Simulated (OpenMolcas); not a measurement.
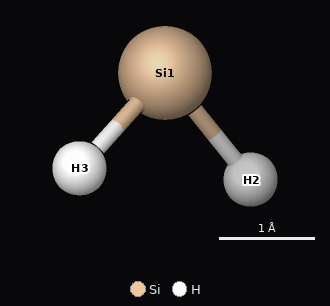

Figure 1. The structure (ball-and-stick view, seen at a tilt; atoms are numbered from 1 in the order of the input).

**SiH$_{2}$ (charge +1): single-point calculation**

System: SiH$_{2}$, charge +1, multiplicity 2.
Method: NEVPT2/6-31G* (OpenMolcas 26.06).

The geometry is that of the parent species in another charge or spin state. The geometry comes from this level: PBE0-D4/def2-TZVP.

Input:
```
&GATEWAY
BasLib = $CurrDir
Coord
3
angstrom
Si      -0.491200       0.468600      -0.213600
H        0.840300       0.578600       0.522500
H       -0.349100      -1.047200      -0.308900
Basis = 6-31Gs
Group = NoSym
&SEWARD
&RASSCF
FileOrb = $CurrDir/step2.RasOrb
Spin = 2
Nactel = 3 0 0
Inactive = 6
Ras2 = 3
OrbListing = Nothing
OrbAppear = Compact
&CASPT2
SC-NEVPT2
Frozen = 5
```

Machine: 1 thread of Intel Xeon @ 2.50GHz (Skylake/Cascade Lake), 64 GiB of memory available, shared host.

Run as:
```bash
export MOLCAS_MEM=1860
pymolcas step4.inp > step4.log
```

What the program printed:
```
--- Start Module: gateway ---

                                              &GATEWAY

                       available to each process: 1.9 GB of memory, 1 thread

 Basis Set     1 Label: SI.6-31GS
 Basis set is read from library:.
 basistype.tbl is not found

 Basis Set     2 Label: H.6-31GS
 Basis set is read from library:.
 basistype.tbl is not found

++    Symmetry information:
      ---------------------

                    Character Table for C1

                             E
                    a        1  x, y, xy, Rz, z, xz, Ry, yz, Rx, I
--

++    Basis set information:
      ----------------------

      Basis set label: SI.6-31GS.........

      Electronic valence basis set:
      ------------------
      Associated Effective Charge  14.000000 au
      Associated Actual Charge     14.000000 au
      Nuclear Model: Point charge

      Shell  nPrim  nBasis  Cartesian Spherical Contaminant
         s      16       4        X
         p      10       3        X
         d       1       1                 X

      Basis set label: H.6-31GS.........

      Electronic valence basis set:
      ------------------
      Associated Effective Charge   1.000000 au
      Associated Actual Charge      1.000000 au
      Nuclear Model: Point charge

      Shell  nPrim  nBasis  Cartesian Spherical Contaminant
         s       4       2        X
--

++    Molecular structure info:
      -------------------------

                    ************************************************
                    **** Cartesian Coordinates / bohr, angstrom ****
                    ************************************************

     Center  Label                x              y              z                     x              y              z
        1      SI1             -0.928233       0.885526      -0.403646             -0.491200       0.468600      -0.213600
        2      H2               1.587937       1.093396       0.987382              0.840300       0.578600       0.522500
        3      H3              -0.659703      -1.978921      -0.583736             -0.349100      -1.047200      -0.308900

                    ***************************************
                    *    InterNuclear Distances / bohr    *
                    ***************************************

               1 SI1           2 H2            3 H3
    1 SI1      0.000000
    2 H2       2.882582        0.000000
    3 H3       2.882637        4.118183        0.000000

                    *******************************************
                    *    InterNuclear Distances / angstrom    *
                    *******************************************

               1 SI1           2 H2            3 H3
    1 SI1      0.000000
    2 H2       1.525397        0.000000
    3 H3       1.525426        2.179248        0.000000

                    **************************************
                    *    Valence Bond Angles / degree    *
                    **************************************
                          Atom centers                 Phi
                      2 H2       1 SI1      3 H3        91.17
--

            Nuclear Potential Energy              9.95624603 au

--- Stop Module: gateway /rc=_RC_ALL_IS_WELL_ ---

--- Start Module: seward ---

                                              &SEWARD

                       available to each process: 1.9 GB of memory, 1 thread

               SEWARD will generate:
                  Multipole Moment integrals up to order  2
                  Kinetic Energy integrals
                  Nuclear Attraction integrals (point charge)
                  One-Electron Hamiltonian integrals
                  Velocity integrals
                  Orbital angular momentum around ( -0.8347   0.7963  -0.3630 )
                  Velocity quadrupole around ( -0.8347   0.7963  -0.3630 )
                  Two-Electron Repulsion integrals

                   Integrals are discarded if absolute value <: 1.00E-14
                   Integral cutoff threshold is set to       <: 1.00E-16

            Nuclear Potential Energy              9.95624603 au

      Basis set specifications :
      Symmetry species         a
      Basis functions           22

--- Stop Module: seward /rc=_RC_ALL_IS_WELL_ ---
--- Module seward spent 1 second ---

--- Start Module: rasscf ---

                                              &RASSCF

                       available to each process: 1.9 GB of memory, 1 thread

      Header of the ONEINT file:
      --------------------------

      OrdInt status: non-squared

      Cartesian coordinates in angstrom:
      -----------------------------------------------------
      No.  Label        X            Y            Z
      -----------------------------------------------------
       1   SI1       -0.49120000   0.46860000  -0.21360000
       2   H2         0.84030000   0.57860000   0.52250000
       3   H3        -0.34910000  -1.04720000  -0.30890000
      -----------------------------------------------------
      Nuclear repulsion energy =    9.95624603

++    Wave function specifications:
      -----------------------------

      Number of closed shell electrons          12
      Number of electrons in active shells       3
      Max number of holes in RAS1 space          0
      Max nr of electrons in RAS3 space          0
      Number of inactive orbitals                6
      Number of active orbitals                  3
      Number of secondary orbitals              13
      Spin quantum number                      0.5
      State symmetry                             1
--

++    Orbital specifications:
      -----------------------

      Symmetry species                           1
                                                 a
      Frozen orbitals                            0
      Inactive orbitals                          6
      Active orbitals                            3
      RAS1 orbitals                              0
      RAS2 orbitals                              3
      RAS3 orbitals                              0
      Secondary orbitals                        13
      Deleted orbitals                           0
      Number of basis functions                 22
--

++    CI expansion specifications:
      ----------------------------

      Number of CSFs                             8
      Number of determinants                     9
      Number of root(s) required                 1
      Root chosen for geometry opt.              1
      CI root used                               1

      highest root included in the CI            1
      max. size of the explicit Hamiltonian      8
--

++    Optimization specifications:
      ----------------------------

      RASSCF algorithm: Conventional
      Maximum number of macro iterations       200
      Maximum number of SX iterations          100
      Threshold for RASSCF energy            1.000E-08
      Threshold for max MO rotation          1.000E-01
      Threshold for max BLB element          1.000E-04
      Level shift parameter                  5.000E-01
      Make Quasi-Newton update
--

      The MO-coefficients are taken from the file:
      step2.RasOrb
      Title: RASSCF average (pseudo-natural) orbitals

      Total molecular charge    1.00

      ************************************************************************************************************************
      *                                            Wave function control section                                             *
      ************************************************************************************************************************

                                         RASSCF iterations: Energy and convergence statistics
                                         ----------------------------------------------------

          iter iter root      energy       change     param      element    value   shift minimum  type update hh:mm:ss
 Nr of preliminary CI iterations:   1
        1   1    4    1  -289.70390934    0.00E+00  -1.28E-05    6  10 1  6.60E-06   0.26   0.00    SX    NO    0:00:00
        2   1    3    1  -289.70390934   -1.47E-10  -6.11E-06    6  10 1  4.68E-06   0.26   0.00    SX    NO    0:00:00
        3   1    3    1  -289.70390934   -6.21E-11  -2.99E-06    6  10 1  3.35E-06   0.26   0.00    SX    NO    0:00:00
        4   1    3    1  -289.70390934   -3.13E-11  -1.99E-06    6  10 1  2.43E-06   0.26   0.00    SX    NO    0:00:00
      Convergence after  4 iterations
        5   1    3    1  -289.70390934   -1.72E-11  -1.99E-06    6  10 1  1.77E-06   0.26   0.00    SX    NO    0:00:00

      ************************************************************************************************************************
                                                      Wave function printout:
                       occupation of active orbitals, and spin coupling of open shells (u,d: Spin up or down)
      ************************************************************************************************************************

      Note: transformation to natural orbitals
      has been made, which may change the order of the CSFs.

      printout of CI-coefficients larger than  0.05 for root  1
      energy=    -289.703909
      conf/sym  111     Coeff  Weight
             1  2u0   0.99245 0.98497
             5  02u   0.05674 0.00322
             8  0u2   0.09659 0.00933

      Natural orbitals and occupation numbers for root  1
      sym 1:   1.972461   1.002224   0.025314

      ************************************************************************************************************************
      *                                                    Final results                                                     *
      ************************************************************************************************************************

++    Final optimization conditions:
      ------------------------------

      Average CI energy                            -289.70390934
      RASSCF energy for state  1                   -289.70390934
      Super-CI energy                                -0.00000000
      RASSCF energy change                           -0.00000000
      Max change in MO coefficients              -3.454E-06
      Max non-diagonal density matrix element    -1.987E-06
      Maximum BLB matrix element                  1.770E-06
      (orbital pair   6,  10 in symmetry   1)
      Norm of electronic gradient            2.542E-06
--

      Final state energy(ies):
      ------------------------

::    RASSCF root number  1 Total energy:   -289.70390934
      Von Neumann Entropy (Root   1) =  0.59902

      Mulliken population analysis for root number:  1
      -----------------------------------------------

++    Molecular charges:
      ------------------

      Mulliken charges per centre
      ---------------------------

                SI1     H2      H3
      Total   13.0638  0.9738  0.9624

      N-E      0.9362  0.0262  0.0376

      Total electronic charge=   15.000000

      Total            charge=    1.000000
--

      Expectation values of various properties for root number:  1
      -----------------------------------------------------------

++    Molecular properties:
      ---------------------

      Charge (e):
                      =    1.0000
      Dipole Moment (debye):
      Origin of the operator (angstrom)=   -0.4417    0.4214   -0.1921
                   X= -3.9645E-01               Y=  3.0470E-01               Z= -1.8075E-01           Total=  5.3168E-01
      Center of Charge (angstrom)
                     X=   -0.52422198               Y=    0.48479923               Z=   -0.22969824
      Quadrupole Moment (debye*angstrom):
      Origin of the operator (angstrom)=   -0.4417    0.4214   -0.1921
                  XX= -1.0500E+01              XY= -2.3444E-01              XZ= -9.5781E-01              YY= -1.0907E+01
                  YZ= -3.6874E-01              ZZ= -9.3488E+00
      In traceless form (debye*angstrom)
                  XX= -3.7191E-01              XY= -3.5166E-01              XZ= -1.4367E+00              YY= -9.8243E-01
                  YZ= -5.5311E-01              ZZ=  1.3543E+00
--

      Mulliken spin population analysis for root number:  1
      ---------------------------------------------------

++    Molecular charges:
      ------------------

      Mulliken spin population per centre
      ---------------------------

                SI1     H2      H3
      Total    0.8565  0.0480  0.0955

      Total electronic spin=    1.000000
--

      Average orbitals are written to the RASORB file
      Natural orbitals for root   1 are written to the RASORB.1 file
      Spin density orbitals for root   1 are written to the SPDORB.1 file

--- Stop Module: rasscf /rc=_RC_ALL_IS_WELL_ ---

--- Start Module: caspt2 ---

                                              &CASPT2

                       available to each process: 1.9 GB of memory, 1 thread

 ###############################################################################
 ###    WARNING: User changed nr of frozen orbitals.                         ###
 ###############################################################################

++    Wave function specifications:
      -----------------------------

      Number of closed shell electrons           2
      Number of electrons in active shells       3
      Max number of holes in RAS1 space          0
      Max number of electrons in RAS3 space      0
      Number of inactive orbitals                1
      Number of active orbitals                  3
      Number of secondary orbitals              13
      Spin quantum number                      0.5
      State symmetry                             1
      Number of CSFs                             8
      Number of CASSCF root(s) available         1
      NEVPT2 state passed to geometry opt.       1
      A file JOBMIX will be created
      This is a CASSCF or RASSCF reference function
--

++    Orbital specifications:
      -----------------------

      Symmetry species                           1
                                                 a
      Frozen orbitals                            5
      Inactive orbitals                          1
      Active orbitals                            3
      Secondary orbitals                        13
      Deleted orbitals                           0
      Number of basis functions                 22
--

++    NEVPT2 specifications:
      ----------------------

      Type of calculation                        SS-NEVPT2
      Internal contraction for energies          partially and strongly contracted
                                                 (PC-NEVPT2 and SC-NEVPT2)
      Denominator threshold for SC-NEVPT2        1.00E-09
      Fock operator                              state-specific
      0th-order Hamiltonian                      DYALL
      IPEA shift                                 0.00
      Real shift                                 0.00
      Imaginary shift                            0.00
      The input orbitals will be transformed to quasi-canonical
--

--------------------------------------------------------------------------------
 Estimated memory requirements:
  POLY3 :                   250248
  RHS:                      251691
  SIGMA :                   252184
  PRPCTL:                        0
 Available workspace:    232490822

++ NEVPT2 computation for group   1

********************************************************************************
 Multi-State initialization phase begins for group   1
--------------------------------------------------------------------------------
********************************************************************************
 Compute H0 matrices for state    1
--------------------------------------------------------------------------------
--------------------------------------------------------------------------------
 H0 matrices have been computed.

********************************************************************************
  NEVPT2 EQUATION SOLUTION
--------------------------------------------------------------------------------

  Total nr of NEVPT2 parameters:
   Before reduction:        2035
   After  reduction:        1481

 Variance of |WF0>:       0.0826965927
-----------------------------------------------------------------------------------------------------------------------------

  FINAL PC-NEVPT2 RESULT:

      Reference energy:        -289.7039093361
      E2 (Non-variational):      -0.0368535614
      E2 (Variational):          -0.0368535614
      Total energy:            -289.7407628975
      Residual norm:              0.0000000000
      Reference weight:           0.98187

      Contributions to the PC-NEVPT2 correlation energy
      Active & Virtual Only:         -0.0095286685
      One Inactive Excited:          -0.0122177480
      Two Inactive Excited:          -0.0151071449

  FINAL SC-NEVPT2 RESULT:

      Reference energy:        -289.7039093361
      E2 (Non-variational):      -0.0365750321
      E2 (Variational):          -0.0365750321
      Total energy:            -289.7404843682
      Residual norm:              0.0000000000
      Reference weight:           0.98244

      Contributions to the SC-NEVPT2 correlation energy
      Active & Virtual only:         -0.0094201183
      One Inactive Excited:          -0.0120585318
      Two Inactive Excited:          -0.0150963820

   (Skip denominator check etc. with SC-NEVPT2 wavefunction)

   (Skipping property calculation,
    use PROP keyword to activate)
--

  Total SC-NEVPT2 energies:
::    SC-NEVPT2 Root  1     Total energy:   -289.74048437

  A NEW JOBIPH FILE NAMED 'JOBMIX' IS PREPARED.
********************************************************************************
--- Stop Module: caspt2 /rc=_RC_ALL_IS_WELL_ ---

.##################.
.# Happy landing! #.
.##################.

    Timing: Wall=2.24 User=1.65 System=0.51
```

Results in brief:

- outcome: converged
- total energy: −289.740484 hartree
- basis functions: 22
- wall time: 2.6 s
- peak memory: 0.37 GiB
